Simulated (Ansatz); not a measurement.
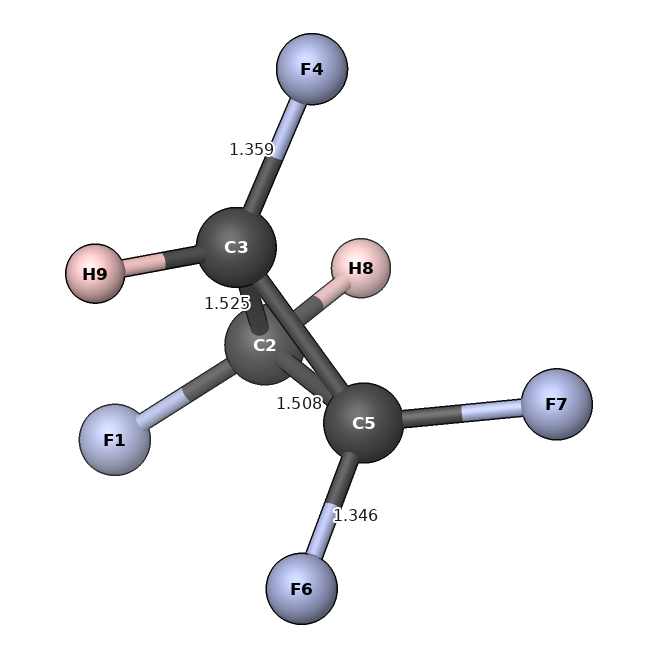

The numbers beside the sticks are distances in Å. Sticks don't show bond order. The geometry was computed by an optimisation with PBE-D4/def2-SVP. No frequency run is at hand to confirm it as a minimum.

Q: Assign a bond order to each marked bond.

A: C2–C3 single; C2–C5 single; C3–F4 single; C5–F6 single.

Q: Give the structure as SMILES.

A: F[C@H]1[C@H](F)C1(F)F
